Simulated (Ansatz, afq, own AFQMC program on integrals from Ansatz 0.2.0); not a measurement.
# AlBH (doublet): quantum Monte Carlo beside coupled cluster, cc-pVTZ, part 2 of 2

Ansatz 0.2.0, Gaussian basis, and an in-house AFQMC program (afq) on its integrals; all values are calculated; cc-pVTZ, frozen cores. The steps go on from the part before.

**13. Phaseless AFQMC, single-determinant trial on UHF**

It reads the integrals that the CCSD(T) run on this determinant wrote.

Command:

```sh
> afq ham --method phaseless --trial hf --walkers 1600 --populations 20 --least-time 40 --time-step 0.005 --steps-per-block 20 --equilibration-blocks 112 --max-blocks 4000 --target-error 0.0008 --factor-cut 1e-05 --start spin_pure --seed 7029 --taylor-order 6
```

Log:

```text
orbitals 72  electrons 4 3  factors 463 of 474
reference energy -267.03686757 Eh
CCSD correlation -0.13725449 Eh in 24 cycles, weight of the determinant in the CISD state 0.7996
energy of the start -267.042132 Eh
 block  time / (1/Eh)  mean weight  energy / Eh
     1     0.100  1.0004  -267.065107
     2     0.200  1.0004  -267.082447
     3     0.300  1.0006  -267.097700
     4     0.400  1.0003  -267.108081
     5     0.500  1.0007  -267.118353
     6     0.600  1.0006  -267.125452
     7     0.700  1.0001  -267.132247
     8     0.800  1.0007  -267.138622
     9     0.900  1.0003  -267.143150
    10     1.000  1.0005  -267.146916
    17     1.700  1.0001  -267.168042
    25     2.500  1.0003  -267.177085
    33     3.300  0.9999  -267.182622
    41     4.100  0.9999  -267.184144
    49     4.900  1.0005  -267.188840
    57     5.700  0.9999  -267.181554
    65     6.500  0.9998  -267.184519
    73     7.300  1.0001  -267.180162
    81     8.100  0.9996  -267.184140
    89     8.900  0.9998  -267.183799
    97     9.700  0.9999  -267.180719
   105    10.500  1.0003  -267.187542
   113    11.300  0.9999  -267.185313
   121    12.100  1.0002  -267.185925
   129    12.900  1.0002  -267.183036
   137    13.700  0.9998  -267.185877
   145    14.500  0.9997  -267.190180
   153    15.300  1.0003  -267.191433
   161    16.100  0.9997  -267.186310
   169    16.900  0.9999  -267.184658
   177    17.700  1.0003  -267.179565
   185    18.500  0.9998  -267.184720
   193    19.300  1.0000  -267.191014
   201    20.100  1.0002  -267.183919
   209    20.900  1.0007  -267.181654
   217    21.700  0.9998  -267.186283
   225    22.500  0.9996  -267.181998
   233    23.300  1.0002  -267.182034
   241    24.100  1.0001  -267.182605
   249    24.900  0.9995  -267.181936
   257    25.700  0.9998  -267.183483
   265    26.500  1.0005  -267.180800
   273    27.300  0.9998  -267.182799
   281    28.100  0.9998  -267.183663
   289    28.900  1.0000  -267.179058
   297    29.700  0.9993  -267.186446
   305    30.500  1.0000  -267.185095
   313    31.300  1.0004  -267.181206
   321    32.100  0.9996  -267.186289
   329    32.900  1.0004  -267.185651
error from the spread of 20 populations
energy -267.184238 +/- 0.000761 Eh
```

Wall time 29 s (1 × NVIDIA H100 80GB HBM3 with 2 threads of AMD EPYC 7R13 (Zen 3), shared host); peak host memory 2 GiB.

Energy -7270.4535 ± 0.0207 eV. Caveats: constraint bias not in the error.

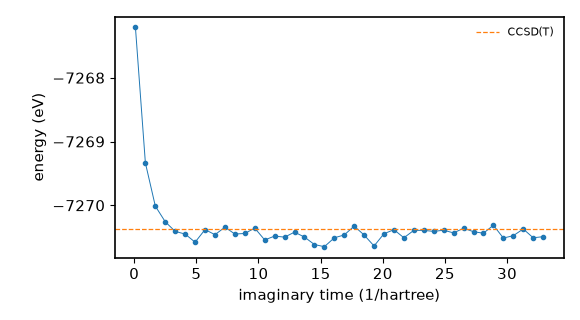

Block energies along the walk.

**14. Free-projection AFQMC, CISD trial on UHF**

It reads the integrals that the CCSD(T) run on this determinant wrote.

Command:

```sh
> afq ham --method free --trial cisd --walkers 1600 --time-step 0.03 --max-blocks 4000 --target-error 0.00032 --factor-cut 1e-05 --seed 2785 --times 0,0.3,0.6,1.2,1.8,2.4,3.6,4.8,6 --taylor-order 8
```

Log:

```text
orbitals 72  electrons 4 3  factors 463 of 474
reference energy -267.03686757 Eh
CCSD correlation -0.13725449 Eh in 24 cycles, weight of the determinant in the CISD state 0.7996
repeat  energy at the last time / Eh  error
    10  -267.184682  0.000510
    20  -267.184152  0.000374
    30  -267.183925  0.000302
time / (1/Eh)  energy / Eh  error  mean overlap
  0.00  -267.174130  0.000031  1.2505
  0.30  -267.178004  0.000042  1.2476
  0.60  -267.179857  0.000051  1.2491
  1.20  -267.181622  0.000071  1.2581
  1.80  -267.182520  0.000099  1.2601
  2.40  -267.183126  0.000126  1.2567
  3.60  -267.183536  0.000143  1.2711
  4.80  -267.183787  0.000161  1.2763
  6.00  -267.183949  0.000293  1.2977
energy -267.183949 +/- 0.000293 Eh
```

Run time: 45 s. Hardware: 1 × NVIDIA H100 80GB HBM3 with 2 threads of AMD EPYC 7R13 (Zen 3), shared host; peak host memory 2 GiB.

Energy -7270.4456 ± 0.0080 eV. Caveats: remainder of the start not in the error; start is not spin pure.

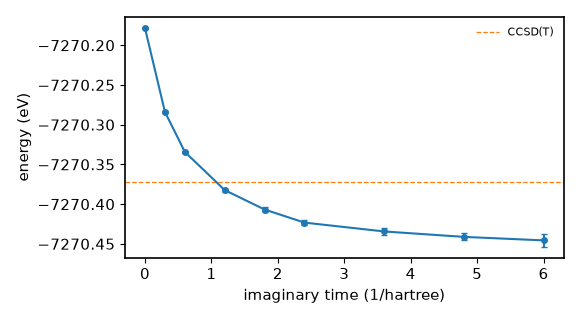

Energy against projection time, with error bars.

**15. CCSD(T) on ROHF**

in.yaml reads:

```yaml
crystal:
  periodic: [false, false, false]
  atoms:
    - {symbol: B, position_ang: [0.000000, -0.138799, 1.515922]}
    - {symbol: Al, position_ang: [0.000000, 0.096806, -0.547327]}
    - {symbol: H, position_ang: [0.000000, -1.102664, -1.608146]}
basis:
  gaussian: {orbitals: cc-pVTZ}
magnetization: {spin_polarized: false, initial_magnetization: 1}
correlation: {method: ccsd_t, electrons: outside_noble_gas, hamiltonian_folder: ham}
```

Command:

```sh
> ansatz run in.yaml --threads 1 --pin off --events-out ev --progress --plain --max-ram 24576MiB --backend cuda --devices 0, --max-vram 18GiB
```

Log, cut to the lines that bear on the results:

```text
Functional definition: HF
  name "HF"
  cite "Fock, Z. Phys. 61, 126 (1930) doi:10.1007/BF01340294"
  parent pbe
[...]
474 factors; integrals over basis functions are off by at most 1.1e-3 eV
[...]
mean field -7265.39534875 eV, -266.9983544047 hartree, gradient 1.8e-6 eV, S^2 0.750000; 19 other end points of the search recorded, 0 dependent functions left out
[...]
6 core orbitals not correlated: weight in the atoms' cores, before any rotation towards them, 1.000 or more for the frozen orbitals, at most 0.000 for the correlated occupied ones
reference -7265.21770256 eV, -266.9918260275 hartree; 4, 3 occupied and 68, 69 virtual orbitals, 474 factors
second order -3.90242416 eV of doubles, -0.04934039 eV of singles
cycle   1  -4.92595377 eV  change    1.2e-6 eV  update   6.5e-6
perturbative correction -0.30310494 eV, -0.0111389010 hartree
Total energy: -7270.44676126 eV, -267.1839903904 hartree
```

Run time: 15 s. Hardware: 1 × NVIDIA H100 80GB HBM3 with 1 thread of AMD EPYC 7R13 (Zen 3), shared host; peak host memory 2 GiB.

From the report: correlation -5.2291 eV; T1 0.058; largest double amplitude 0.20.

This run also writes the integrals to the folder ham.

**16. CCSDT(Q) on ROHF**

Edit in.yaml of step 15 so:

```diff
@@ -9,2 +9,2 @@
 magnetization: {spin_polarized: false, initial_magnetization: 1}
-correlation: {method: ccsd_t, electrons: outside_noble_gas, hamiltonian_folder: ham}
+correlation: {method: ccsdt_q, electrons: outside_noble_gas}
```

The command is unchanged.

Log, cut to the lines that bear on the results:

```text
Functional definition: HF
  name "HF"
  cite "Fock, Z. Phys. 61, 126 (1930) doi:10.1007/BF01340294"
  parent pbe
[...]
931 factors; integrals over basis functions are off by at most 1.9e-7 eV
[...]
mean field -7265.39535270 eV, -266.9983545501 hartree, gradient 1.9e-6 eV, S^2 0.750000; 19 other end points of the search recorded, 0 dependent functions left out
[...]
reference -7265.21770681 eV, -266.9918261839 hartree; 4, 3 occupied and 68, 69 virtual orbitals, 931 factors
second order -3.90243929 eV of doubles, -0.04934042 eV of singles
cycle   1  -4.50283627 eV  change   -5.5e-1 eV  update   1.1e-1
[...]
cycle  40  -5.28364068 eV  change   -5.7e-7 eV  update   7.2e-7
perturbative correction -0.02644832 eV, -0.0009719577 hartree
Total energy: -7270.52779581 eV, -267.1869683553 hartree
```

Wall time 21 s (1 × NVIDIA H100 80GB HBM3 with 1 thread of AMD EPYC 7R13 (Zen 3), shared host); peak host memory 2 GiB.

From the report: correlation -5.3101 eV; T1 0.047; largest double amplitude 0.26.

**17. Phaseless AFQMC, CISD trial on ROHF**

It reads the integrals that the CCSD(T) run on this determinant wrote.

Command:

```sh
> afq ham --method phaseless --trial cisd --walkers 1600 --populations 20 --least-time 60 --time-step 0.005 --steps-per-block 50 --equilibration-blocks 28 --max-blocks 4000 --target-error 0.00016 --factor-cut 1e-05 --start spin_pure --seed 6716 --release-times 0.24,0.51,0.99,1.62,2.4 --release-step 0.03 --release-every 3 --taylor-order 6
```

Log:

```text
orbitals 72  electrons 4 3  factors 463 of 474
reference energy -266.99182603 Eh
CCSD correlation -0.18102541 Eh in 22 cycles, weight of the determinant in the CISD state 0.7958
energy of the start -267.172855 Eh
 block  time / (1/Eh)  mean weight  energy / Eh
     1     0.250  0.9996  -267.171231
     2     0.500  1.0001  -267.172120
     3     0.750  0.9999  -267.173649
     4     1.000  1.0002  -267.175215
     5     1.250  0.9999  -267.176350
     6     1.500  0.9998  -267.178200
     7     1.750  0.9999  -267.178682
     8     2.000  0.9998  -267.178429
     9     2.250  0.9997  -267.179418
    10     2.500  1.0001  -267.180316
    13     3.250  1.0002  -267.180913
    17     4.250  0.9999  -267.183172
    21     5.250  0.9999  -267.184215
    25     6.250  1.0001  -267.184934
    29     7.250  0.9996  -267.185101
    33     8.250  1.0001  -267.184358
    37     9.250  1.0001  -267.183295
    41    10.250  1.0003  -267.183066
    45    11.250  1.0000  -267.183451
    49    12.250  0.9999  -267.184183
    53    13.250  1.0003  -267.182805
    57    14.250  0.9997  -267.183998
    61    15.250  0.9999  -267.182099
    65    16.250  0.9996  -267.183281
    69    17.250  0.9999  -267.183830
    73    18.250  0.9999  -267.182333
    77    19.250  1.0002  -267.182876
    81    20.250  0.9997  -267.182685
    85    21.250  1.0000  -267.183710
    89    22.250  0.9999  -267.184883
    93    23.250  1.0006  -267.186962
    97    24.250  0.9995  -267.185024
   101    25.250  0.9995  -267.183039
   105    26.250  1.0001  -267.183715
   109    27.250  1.0000  -267.184858
   113    28.250  0.9999  -267.182955
   117    29.250  0.9994  -267.183304
   121    30.250  1.0001  -267.183547
   125    31.250  0.9996  -267.182149
   129    32.250  1.0002  -267.184344
   133    33.250  1.0000  -267.184352
   137    34.250  1.0004  -267.182175
   141    35.250  1.0000  -267.182844
   145    36.250  0.9999  -267.183624
   149    37.250  1.0003  -267.183826
   153    38.250  1.0000  -267.182622
   157    39.250  0.9999  -267.184792
   161    40.250  0.9998  -267.183081
   165    41.250  0.9996  -267.182186
   169    42.250  0.9995  -267.181243
   173    43.250  1.0003  -267.183433
   177    44.250  1.0002  -267.183778
error from the spread of 20 populations
released: time / (1/Eh)  energy / Eh  error  mean overlap
  0.24  -267.185618  0.001654  0.9977
  0.51  -267.184438  0.000099  0.9957
  0.99  -267.185527  0.000450  0.9962
  1.62  -267.185461  0.000202  0.9915
  2.40  -267.186539  0.000421  0.9856
energy -267.183516 +/- 0.000147 Eh
```

Run time: 1.8 min. Hardware: 1 × NVIDIA H100 80GB HBM3 with 2 threads of AMD EPYC 7R13 (Zen 3), shared host; peak host memory 2 GiB.

Energy -7270.4338 ± 0.0040 eV. Caveats: constraint bias not in the error.

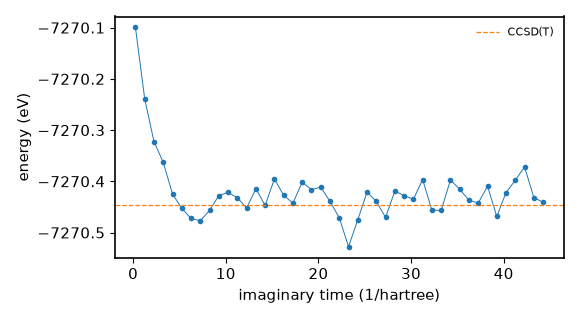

Block energies along the walk.

**18. Phaseless AFQMC, single-determinant trial on ROHF**

It reads the integrals that the CCSD(T) run on this determinant wrote.

Command:

```sh
> afq ham --method phaseless --trial hf --walkers 1600 --populations 20 --least-time 40 --time-step 0.005 --steps-per-block 20 --equilibration-blocks 112 --max-blocks 4000 --target-error 0.0008 --factor-cut 1e-05 --start spin_pure --seed 7029 --taylor-order 6
```

Log:

```text
orbitals 72  electrons 4 3  factors 463 of 474
reference energy -266.99182603 Eh
CCSD correlation -0.18102541 Eh in 22 cycles, weight of the determinant in the CISD state 0.7958
energy of the start -266.991826 Eh
 block  time / (1/Eh)  mean weight  energy / Eh
     1     0.100  1.0005  -267.017616
     2     0.200  1.0004  -267.037225
     3     0.300  1.0007  -267.054444
     4     0.400  1.0006  -267.067195
     5     0.500  1.0008  -267.079601
     6     0.600  1.0007  -267.088256
     7     0.700  1.0001  -267.096688
     8     0.800  1.0006  -267.104451
     9     0.900  1.0003  -267.110993
    10     1.000  1.0006  -267.116512
    13     1.300  1.0002  -267.129925
    25     2.500  1.0002  -267.161629
    37     3.700  0.9999  -267.172841
    49     4.900  1.0003  -267.172615
    61     6.100  1.0001  -267.174098
    73     7.300  0.9999  -267.172616
    85     8.500  0.9997  -267.181996
    97     9.700  0.9995  -267.172828
   109    10.900  0.9997  -267.175025
   121    12.100  1.0001  -267.177200
   133    13.300  1.0003  -267.168460
   145    14.500  1.0000  -267.178786
   157    15.700  0.9997  -267.172582
   169    16.900  1.0002  -267.172572
   181    18.100  1.0003  -267.178263
   193    19.300  1.0000  -267.178649
   205    20.500  0.9994  -267.179177
   217    21.700  0.9999  -267.179888
   229    22.900  0.9998  -267.174337
   241    24.100  1.0003  -267.177681
   253    25.300  0.9992  -267.176303
   265    26.500  1.0002  -267.173773
   277    27.700  0.9999  -267.169814
   289    28.900  0.9999  -267.171872
   301    30.100  1.0002  -267.174050
   313    31.300  1.0004  -267.175869
   325    32.500  1.0001  -267.172369
   337    33.700  1.0000  -267.172706
   349    34.900  1.0000  -267.166923
   361    36.100  1.0000  -267.169351
   373    37.300  1.0003  -267.173246
   385    38.500  1.0002  -267.178112
   397    39.700  1.0002  -267.173289
   409    40.900  0.9995  -267.171076
   421    42.100  0.9997  -267.178736
   433    43.300  1.0007  -267.168735
   445    44.500  1.0002  -267.168008
   457    45.700  1.0002  -267.168357
   469    46.900  1.0003  -267.165707
   481    48.100  0.9997  -267.173653
   493    49.300  0.9996  -267.169410
error from the spread of 20 populations
energy -267.172844 +/- 0.001088 Eh
```

Wall time 97 s (1 × NVIDIA H100 80GB HBM3 with 2 threads of AMD EPYC 7R13 (Zen 3), shared host); peak host memory 2 GiB.

Energy -7270.1434 ± 0.0296 eV. Caveats: constraint bias not in the error.

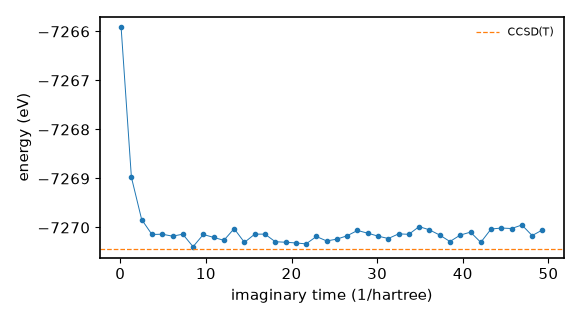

Block energies along the walk.

**19. Free-projection AFQMC, CISD trial on ROHF**

It reads the integrals that the CCSD(T) run on this determinant wrote.

Command:

```sh
> afq ham --method free --trial cisd --walkers 1600 --time-step 0.03 --max-blocks 4000 --target-error 0.00032 --factor-cut 1e-05 --seed 2785 --times 0,0.3,0.6,1.2,1.8,2.4,3.6,4.8,6 --taylor-order 8
```

Log:

```text
orbitals 72  electrons 4 3  factors 463 of 474
reference energy -266.99182603 Eh
CCSD correlation -0.18102541 Eh in 22 cycles, weight of the determinant in the CISD state 0.7958
repeat  energy at the last time / Eh  error
    10  -267.186393  0.000621
    20  -267.186212  0.000431
    30  -267.185809  0.000330
time / (1/Eh)  energy / Eh  error  mean overlap
  0.00  -267.172850  0.000044  1.2562
  0.30  -267.178064  0.000065  1.2555
  0.60  -267.180606  0.000060  1.2584
  1.20  -267.183125  0.000082  1.2673
  1.80  -267.184381  0.000099  1.2711
  2.40  -267.185077  0.000126  1.2740
  3.60  -267.185882  0.000169  1.2883
  4.80  -267.186299  0.000252  1.2920
  6.00  -267.185780  0.000319  1.3286
energy -267.185780 +/- 0.000319 Eh
```

It took 86 s on 1 × NVIDIA H100 80GB HBM3 with 2 threads of AMD EPYC 7R13 (Zen 3), shared host; peak host memory 2 GiB.

Energy -7270.4955 ± 0.0087 eV. Caveats: remainder of the start not in the error.

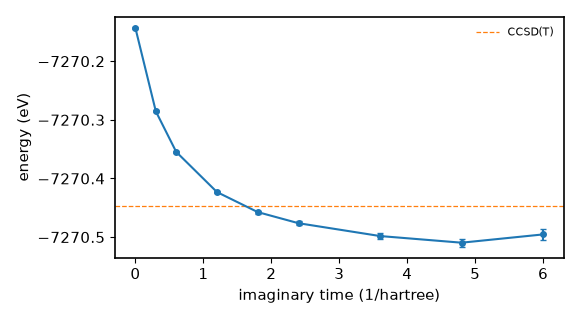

Energy against projection time, with error bars.

**20. All levels side by side**

On the UHF determinant, counted from CCSDT(Q) (a yardstick, not exact):

```csv
level,energy (eV),from CCSDT(Q) (kcal/mol),statistical error (kcal/mol),time
HF,-7266.4433,+94.17,,
MP2,-7269.2068,+30.44,,
CCSD,-7270.1782,+8.04,,
CCSD(T),-7270.3719,+3.58,,
CCSDT(Q),-7270.5270,0.00,,
"Phaseless AFQMC, CISD trial, step 0.005, 1600 walkers",-7270.4768,+1.16,0.14,4 min
"Phaseless AFQMC, single-determinant trial, step 0.005, 1600 walkers",-7270.4535,+1.70,0.48,29 s
"Free-projection AFQMC, CISD trial, step 0.03, 1600 walkers",-7270.4456,+1.88,0.18,45 s
```

On the ROHF determinant, counted from CCSDT(Q) (a yardstick, not exact):

```csv
level,energy (eV),from CCSDT(Q) (kcal/mol),statistical error (kcal/mol),time
HF,-7265.2177,+122.45,,
MP2,-7269.1695,+31.32,,
CCSD,-7270.1437,+8.86,,
CCSD(T),-7270.4468,+1.87,,
CCSDT(Q),-7270.5278,0.00,,
"Phaseless AFQMC, CISD trial, step 0.005, 1600 walkers",-7270.4338,+2.17,0.09,1.8 min
"Phaseless AFQMC, single-determinant trial, step 0.005, 1600 walkers",-7270.1434,+8.86,0.68,97 s
"Free-projection AFQMC, CISD trial, step 0.03, 1600 walkers",-7270.4955,+0.75,0.20,86 s
```

The functionals' totals stand on their own zeros and serve differences with other points: PBE -7279.330 eV; r2SCAN -7283.112 eV; PBE0 -7280.052 eV; B3LYP -7284.925 eV; wB97M-V -7283.134 eV; B2PLYP -7280.154 eV.

**21. What came out**

This closing draws on all 2 parts.

| quantity | value |
| --- | --- |
| CCSD(T) on UHF from CCSDT(Q) | +3.58 kcal/mol |
| Phaseless AFQMC, CISD trial on UHF from CCSDT(Q) | +1.16 ± 0.14 kcal/mol |
| Phaseless AFQMC, single-determinant trial on UHF from CCSDT(Q) | +1.70 ± 0.48 kcal/mol |
| Free-projection AFQMC, CISD trial on UHF from CCSDT(Q) | +1.88 ± 0.18 kcal/mol |
| CCSD(T) on ROHF from CCSDT(Q) | +1.87 kcal/mol |
| Phaseless AFQMC, CISD trial on ROHF from CCSDT(Q) | +2.17 ± 0.09 kcal/mol |
| Phaseless AFQMC, single-determinant trial on ROHF from CCSDT(Q) | +8.86 ± 0.68 kcal/mol |
| Free-projection AFQMC, CISD trial on ROHF from CCSDT(Q) | +0.75 ± 0.20 kcal/mol |

**Reading.** On UHF the phaseless walk with the CISD trial lies +1.16 kcal/mol from CCSDT(Q), 8 times its error bar. Free projection has no constraint; at the last time it gives +1.88 ± 0.18 kcal/mol, and from a start that isn't spin pure other spins can mix in. On ROHF the phaseless walk with the CISD trial lies +2.17 kcal/mol from CCSDT(Q), 23 times its error bar. A single-determinant trial moves the result by +6.70 kcal/mol. Free projection has no constraint; at the last time it gives +0.75 ± 0.20 kcal/mol. Error bars are statistical and leave out the constraint, the time step and what remains of the start.
